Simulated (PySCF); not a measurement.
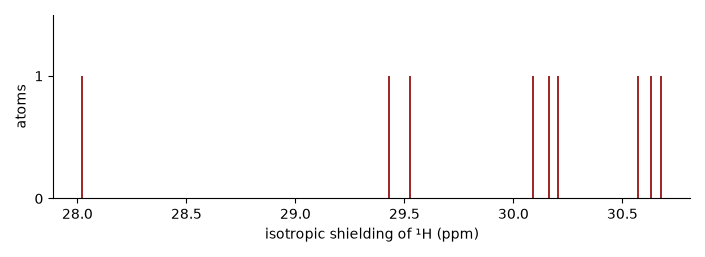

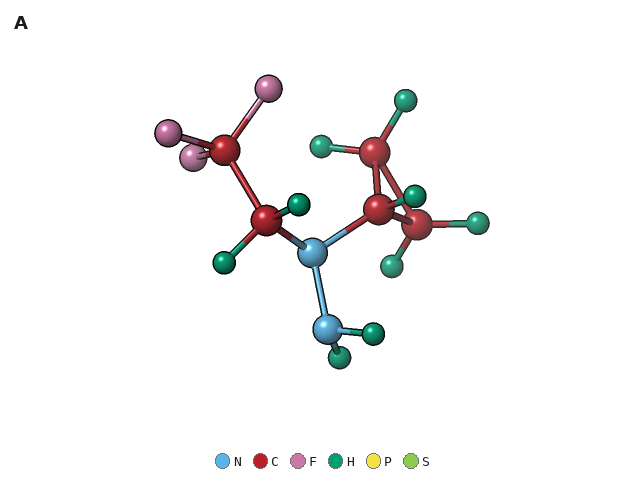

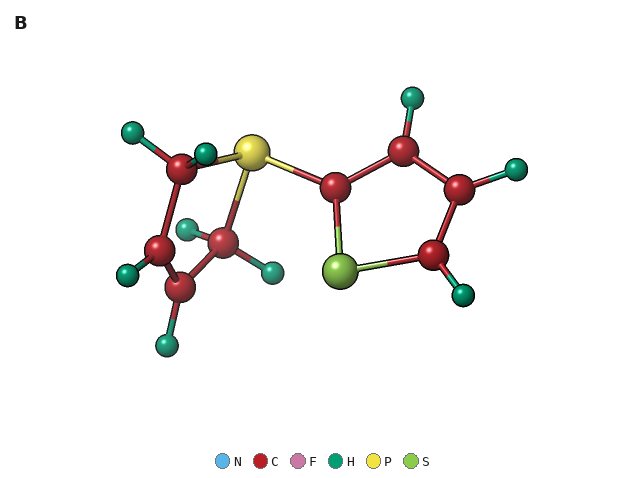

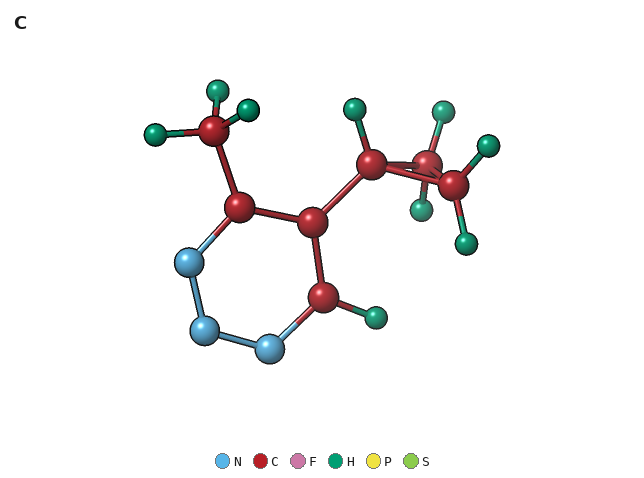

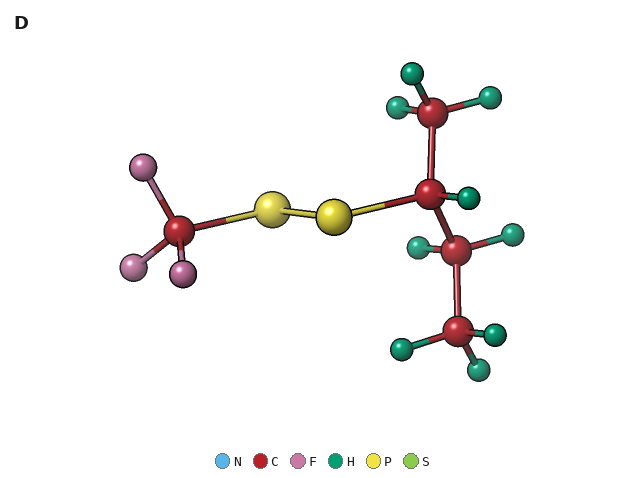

The sticks are computed shieldings of one of the molecules, for one fixed geometry (GFN2-xTB) without averaging over rotations. Low shielding means a high chemical shift. Method: GIAO PBE0/pcSseg-1 NMR shielding, non-relativistic, gas phase (PySCF 2.14.0).

Question: Match the spectrum to a structure.

Answer: D, `CC[C@@H](C)/P=P/C(F)(F)F`. Its 9 H atoms give lines at 28.02, 29.43, 29.53, 30.09, 30.16, 30.20, 30.57, 30.63, 30.68 ppm.

The geometry is semi-empirical. Around P such bond lengths and angles can be off by a tenth of an ångström or more and by several degrees, and values that hang on the shape move with them.
